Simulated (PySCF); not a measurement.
Molecule: Ge(OH)2(OSiH3)2, SMILES [OH][Ge]([OH])([O][SiH3])[O][SiH3] (H8GeO4Si2), singlet. Atoms near the plane z = 0.0 Å, at the GFN2-xTB optimised geometry (x, y, z in Å): Si5 (0.9, -2.0, -1.0), Si7 (-0.5, 1.8, 0.0), H10 (1.1, -1.2, 0.2), H11 (0.0, -3.1, -0.7), H13 (0.9, 1.8, 0.0), H14 (-1.1, 3.1, 0.0), H15 (-1.0, 1.0, 1.1).

Level of theory: PBE0/def2-TZVP (PySCF). Cells within 0.4 Å of a nucleus heavier than hydrogen are left out (blank, or x). The values are rescaled to run from 0 to 1.

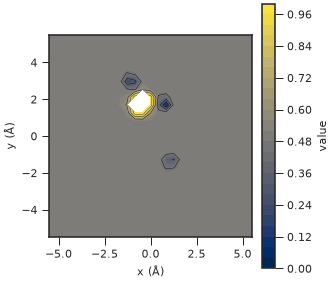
a field on the plane z = 0.0 Å.

Question: Which quantity is mapped?
(A) an orbital amplitude
(B) Laplacian of the electron density
(C) deformation density (molecule minus spherical neutral atoms)
(D) log10 of the electron density

Answer: B, Laplacian of the electron density. In full: Laplacian of the electron density (e/bohr⁵), clipped to [-1.50, 1.50].
